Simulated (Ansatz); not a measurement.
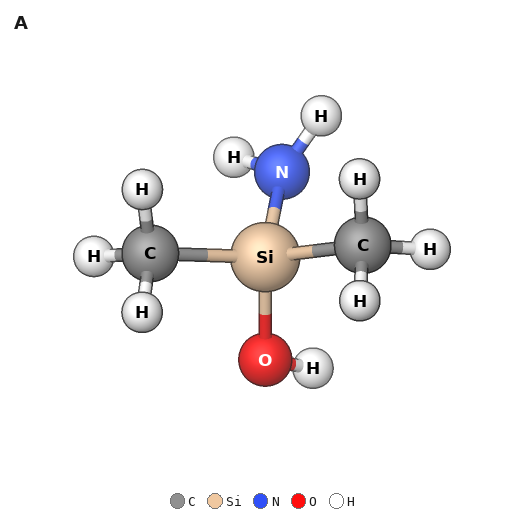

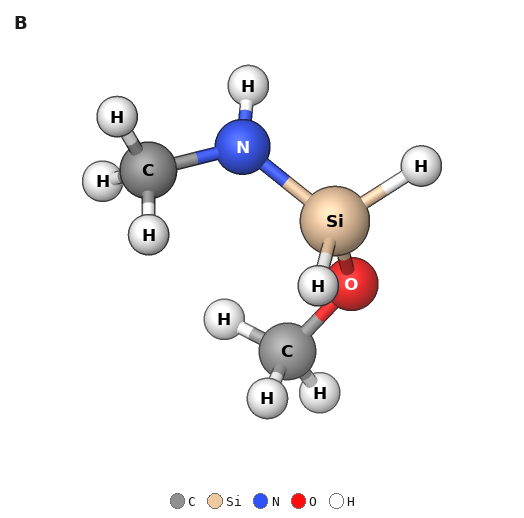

2 stationary structures of one formula. Geometries: PBE0-D4/def2-TZVP. Electronic energies: ωB97M-V/def2-TZVPP (Ansatz 0.2.0), without zero-point energy. No frequency run is at hand to confirm each as a minimum. Each is one conformer, not always the lowest.

### How are they related?

They are constitutional isomers of C2H9NOSi: A `C[Si](C)(N)O`, B `CN[SiH2]OC`.

### Which is lowest in energy, and by how much?

A is lowest; B lies 192.9 kJ/mol above it.

Give E(B) − E(A) in kJ/mol at these levels too: RHF-CCSD(T) (frozen core)/def2-TZVPP; r2SCAN-D4/def2-TZVPP; CCSD(T)/CBS (MP2 limit from def2-TZVPP and def2-QZVPP plus CCSD(T) − MP2); RHF-MP2 (frozen core)/def2-QZVPP; PBE-D4/def2-TZVPP; ωB97X-V/def2-TZVPP; ωB97M-V/def2-TZVPP; PBE0-D4/def2-TZVP.

```
                                                                    level  E(B) − E(A) (kJ/mol)
                                     RHF-CCSD(T) (frozen core)/def2-TZVPP                +188.1
                                                     r2SCAN-D4/def2-TZVPP                +196.5
CCSD(T)/CBS (MP2 limit from def2-TZVPP and def2-QZVPP plus CCSD(T) − MP2)                +194.0
                                         RHF-MP2 (frozen core)/def2-QZVPP                +201.3
                                                        PBE-D4/def2-TZVPP                +186.2
                                                       ωB97X-V/def2-TZVPP                +182.1
                                                       ωB97M-V/def2-TZVPP                +192.9
                                                        PBE0-D4/def2-TZVP                +184.5
```
